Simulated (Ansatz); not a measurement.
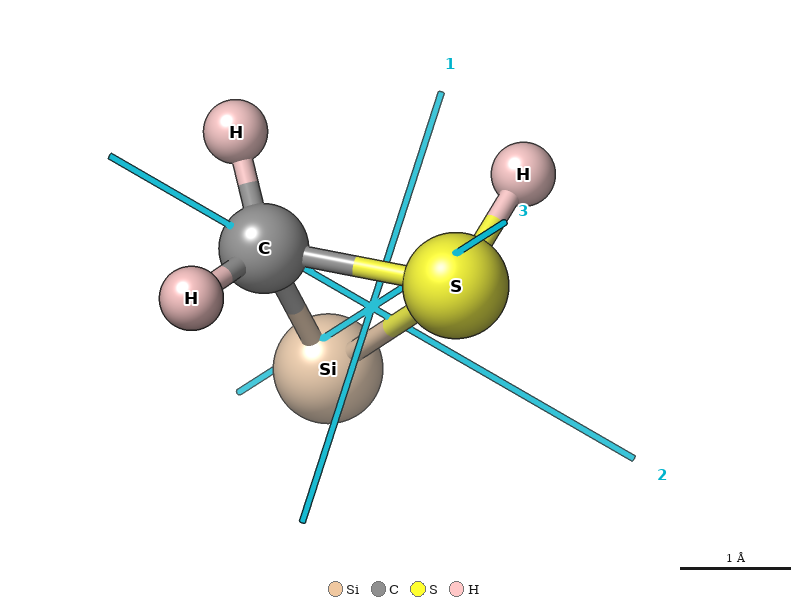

The three principal axes of inertia are drawn and numbered. Atoms fade into the background with distance from the viewer. The species has charge +1 and is a spin singlet. Computed geometry: PBE-D4/def2-SVP optimisation. No frequency run is at hand to confirm it as a minimum. Masses are those of the most abundant isotopes; constants are for the rigid equilibrium geometry.

**Which line is the a axis (least moment of inertia), which b and which c?**

a is line 3, b is line 2, c is line 1; the moments are 31.4, 89.0, 114 u Å².

**Classify the rotor and give the rotational constants (cm⁻¹).**

An asymmetric top (C1): A = 0.536, B = 0.189, C = 0.148 cm⁻¹. Ray's parameter κ is −0.79, nearer the prolate limit.
